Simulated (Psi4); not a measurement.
# [NO3]− (nitrate): a first try and a second

Aim: the energy in a field of [NO3]− (nitrate) at SOGGA11-X/def2-TZVPPD (sfX2C, dipole perturbation λ (added as +λ·μ, a field of −λ) (0, -0.005, 0) a.u.).

The results are computed with Psi4 1.11.

4 further runs of the same task are left out: 1 that didn't finish, 3 set aside as unsound or not needed.

## (1) Starting point

The species is [NO3]− (4 atoms), meant as a singlet with charge -1. As SMILES, `O=[N+]([O-])[O-]`. The shape is that of a GFN2-xTB optimisation.

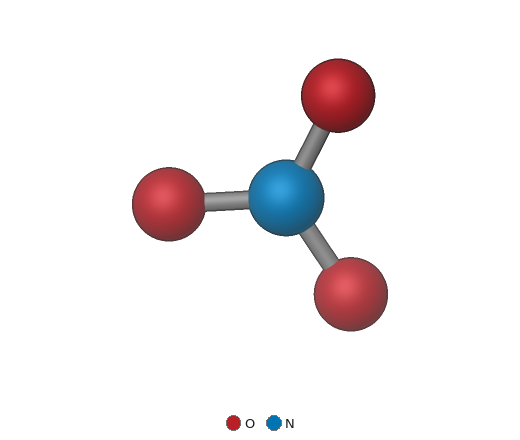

Viewed from a chosen angle; oxygen red, nitrogen blue.

## (2) Try one

Input file no3.py:

```python
import psi4

psi4.set_memory('1600 MB')
psi4.set_num_threads(1)
psi4.set_output_file('psi4.out', False)

molecule = psi4.geometry("""
-1 1
O      0.295750     0.520330     1.080370
N     -0.005970    -0.003400     0.003140
O      0.467940    -1.101740    -0.303400
O     -0.757710     0.584820    -0.780120
symmetry c1
no_reorient
no_com
""")

psi4.set_options({
    'scf_type': 'pk',
    'perturb_h': True,
    'perturb_with': 'dipole',
    'perturb_dipole': [0.0, -0.005, 0.0],
    'dft_spherical_points': 600,
    'relativistic': 'x2c',
})

energy_value, wavefunction = psi4.energy("sogga11-x/def2-TZVPPD", molecule=molecule, return_wfn=True)
print(f'sogga11-x/def2-TZVPPD energy: {energy_value:.10f} Eh')
```

Started as:

```sh
python no3.py
```

psi4.out:

```text
Psi4 1.11 release

Relativistic analytic gradients are not implemented yet, re-routing to finite differences.

   => Loading Basis Set <=

    Name: DEF2-TZVPPD
    Role: ORBITAL
    Keyword: BASIS

         ---------------------------------------------------------
                                   SCF
                              RKS Reference
                        1 Threads,   1525 MiB Core
         ---------------------------------------------------------

  ==> Geometry <==

    Molecular point group: c1
    Full point group: C1

    Geometry (in Angstrom), charge = -1, multiplicity = 1:

       Center              X                  Y                   Z               Mass
    ------------   -----------------  -----------------  -----------------  -----------------
         O            0.295750000000     0.520330000000     1.080370000000    15.994914619570
         N           -0.005970000000    -0.003400000000     0.003140000000    14.003074004430
         O            0.467940000000    -1.101740000000    -0.303400000000    15.994914619570
         O           -0.757710000000     0.584820000000    -0.780120000000    15.994914619570

  Running in c1 symmetry.

  Rotational constants: A =      0.46083  B =      0.46062  C =      0.23037 [cm^-1]
  Rotational constants: A =  13815.29382  B =  13809.18565  C =   6906.32798 [MHz]
  Nuclear repulsion =  119.489983836782500

  Charge       = -1
  Multiplicity = 1
  Electrons    = 32
  Nalpha       = 16
  Nbeta        = 16

  ==> Algorithm <==

  SCF Algorithm Type is PK.
  DIIS enabled.
  MOM disabled.
  Fractional occupation disabled.
  Guess Type is SAD.
  Energy threshold   = 1.00e-06
  Density threshold  = 1.00e-06
  Integral threshold = 1.00e-12

  ==> Primary Basis <==

  Basis Set: DEF2-TZVPPD
    Blend: DEF2-TZVPPD
    Number of shells: 55
    Number of basis functions: 157
    Number of Cartesian functions: 181
    Spherical Harmonics?: true
    Max angular momentum: 3

  ==> Valid Lebedev Grids <==

	     Points       Order
	          1           0
	          6           3
	         14           5
	         26           7
	         38           9
	         50          11
	         74          13
	         86          15
	        110          17
	        146          19
	        170          21
	        194          23
	        230          25
	        266          27
	        302          29
	        350          31
	        434          35
	        590          41
	        770          47
	        974          53
	       1202          59
	       1454          65
	       1730          71
	       2030          77
	       2354          83
	       2702          89
	       3074          95
	       3470         101
	       3890         107
	       4334         113
	       4802         119
	       5294         125
	       5810         131
```

The script printed:

```text
Traceback (most recent call last):
  File "no3.py", line 27, in <module>
    energy_value, wavefunction = psi4.energy("sogga11-x/def2-TZVPPD", molecule=molecule, return_wfn=True)
RuntimeError:
Fatal Error: Invalid number of spherical points (not a Lebedev number)
```

Wall time 1.8 s (1 thread of Intel Xeon Platinum 8259CL at 2.50GHz (Skylake/Cascade Lake), shared host); peak memory 0.14 GiB.

## (3) What went wrong

The input was rejected.

The telling line is `Fatal Error: Invalid number of spherical points`. What is wrong: an option has a value that the program doesn't accept. Among its listed settings the sound run differs in this, and the input shows the rest: integration grid 75 radial × 302 angular in place of 75 radial × 600 angular.

## (4) Try two

Input file job.py:

```python
import psi4

psi4.set_memory('1600 MB')
psi4.set_num_threads(1)
psi4.set_output_file('psi4.out', False)

m = psi4.geometry("""
-1 1
O      0.295750     0.520330     1.080370
N     -0.005970    -0.003400     0.003140
O      0.467940    -1.101740    -0.303400
O     -0.757710     0.584820    -0.780120
symmetry c1
no_reorient
no_com
""")

options = {'scf_type': 'pk', 'perturb_h': True, 'perturb_with': 'dipole', 'perturb_dipole': [0.0, -0.005, 0.0], 'relativistic': 'x2c'}
psi4.set_options(options)

energy_value = psi4.energy("sogga11-x/def2-TZVPPD")
print(f'sogga11-x/def2-TZVPPD energy: {energy_value:.10f} Eh')
for k, v in sorted(psi4.core.scalar_variables().items()):
    print(f'{k:45s} {v:18.10f}')
```

Started as:

```sh
python job.py
```

psi4.out:

```text
[...]
  Running in c1 symmetry.
[...]
  Nuclear repulsion =  119.489983836782500
[...]
  Multiplicity = 1
[...]
  Nalpha       = 16
  Nbeta        = 16
[...]
    Number of basis functions: 157
[...]
    WARNING: The X2C and Dirac Hamiltonians have substatially different eigenvalues!
             This is probably caused by the recontraction of the basis set.
[...]
   @RKS iter   1:  -280.33224148051534   -2.19414e-01   5.19004e-03 ADIIS/DIIS
[...]
   @RKS iter   8:  -280.55292060592956   -2.18205e-08   3.05786e-07 DIIS
[...]
    Orbital Energies [Eh]
    ---------------------
    Doubly Occupied:
       1A    -19.298917     2A    -19.295416     3A    -19.295367
       4A    -14.694327     5A     -1.156245     6A     -0.920516
       7A     -0.918191     8A     -0.465022     9A     -0.393632
      10A     -0.369484    11A     -0.366206    12A     -0.164978
      13A     -0.161770    14A     -0.136371    15A     -0.131807
      16A     -0.086170
[...]
  @RKS Final Energy:  -280.55292060592956
   => Energetics <=
    Nuclear Repulsion Energy =            119.4899838367824998
    One-Electron Energy =                -629.6550057493616350
    Two-Electron Energy =                 249.7984420105712218
    DFT Exchange-Correlation Energy =     -20.1863407039216369
    Empirical Dispersion Energy =           0.0000000000000000
    VV10 Nonlocal Energy =                  0.0000000000000000
    Total Energy =                       -280.5529206059296143
[...]
 Multipole Moments:
 ------------------------------------------------------------------------------------
     Multipole            Electronic (a.u.)      Nuclear  (a.u.)        Total (a.u.)
 ------------------------------------------------------------------------------------
 L = 1.  Multiply by 2.5417464519 to convert [e a0] to [Debye]
 Dipole X            :         -0.0439076            0.0114328           -0.0324748
 Dipole Y            :          0.1542905            0.0065762            0.1608667
 Dipole Z            :          0.0224413           -0.0060849            0.0163564
 Magnitude           :                                                    0.1649250
[...]
```

On the terminal:

```text
sogga11-x/def2-TZVPPD energy: -280.5529206059 Eh
CURRENT ENERGY                                   -280.5529206059
CURRENT REFERENCE ENERGY                         -280.5529206059
DD SOLVATION ENERGY                                 0.0000000000
DFT FUNCTIONAL TOTAL ENERGY                      -280.5529206059
DFT TOTAL ENERGY                                 -280.5529206059
DFT VV10 ENERGY                                     0.0000000000
DFT XC ENERGY                                     -20.1863407039
GRID ELECTRONS ALPHA                               15.9999995312
GRID ELECTRONS BETA                                15.9999995312
GRID ELECTRONS TOTAL                               31.9999990624
NUCLEAR REPULSION ENERGY                          119.4899838368
ONE-ELECTRON ENERGY                              -629.6550057494
PCM POLARIZATION ENERGY                             0.0000000000
PE ENERGY                                           0.0000000000
SCF ITERATION ENERGY                             -280.5529206059
SCF ITERATIONS                                      8.0000000000
SCF TOTAL ENERGY                                 -280.5529206059
TWO-ELECTRON ENERGY                               249.7984420106
XC GRID RADIAL POINTS                              75.0000000000
XC GRID SPHERICAL POINTS                          302.0000000000
XC GRID TOTAL POINTS                            88341.0000000000
```

It took 32 s on 1 thread of Intel Xeon Platinum 8259CL at 2.50GHz (Skylake/Cascade Lake), shared host; peak memory 1.2 GiB.

## (5) Summary of results

Level: SOGGA11-X/def2-TZVPPD (sfX2C, dipole perturbation λ (added as +λ·μ, a field of −λ) (0, -0.005, 0) a.u.).

```
                                             quantity          value
                                         total energy  -280.55292 Eh
HOMO–LUMO gap (to an unbound level, set by the basis)        6.59 eV
```
